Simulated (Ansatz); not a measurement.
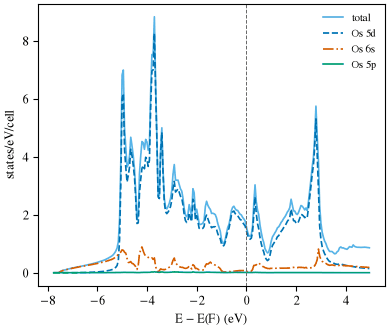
Figure. Total and projected density of states of Os (diamond, Fd-3m), PBE in the plane-wave PAW code Ansatz

Q: Which orbitals carry the states next to the Fermi level?

A: Within 0.5 eV of the Fermi level: Os 5d 89 %, Os 6s 6 %. Projections are on Löwdin-orthogonalised atomic valence shells; empty p or d shells of many metals are not among them.

Q: Where is the tallest occupied peak in this window, and what makes it?

A: Near -3.7 eV, about 8.8 states/eV per cell; the largest projected share is Os 5d.

The start of the workflow was typed in or built on a structure type; neither database checked (COD, Materials Project) lists it. It is not the phase usual at ambient conditions (space group No. 194). The PBE relaxation kept the symmetry of its start; its stability against distortions is not shown here. The run is not spin-polarised. Scalar-relativistic: spin–orbit coupling is off unless named, which matters more the heavier the elements.

Potentials: the later of the program's two PAW sets.
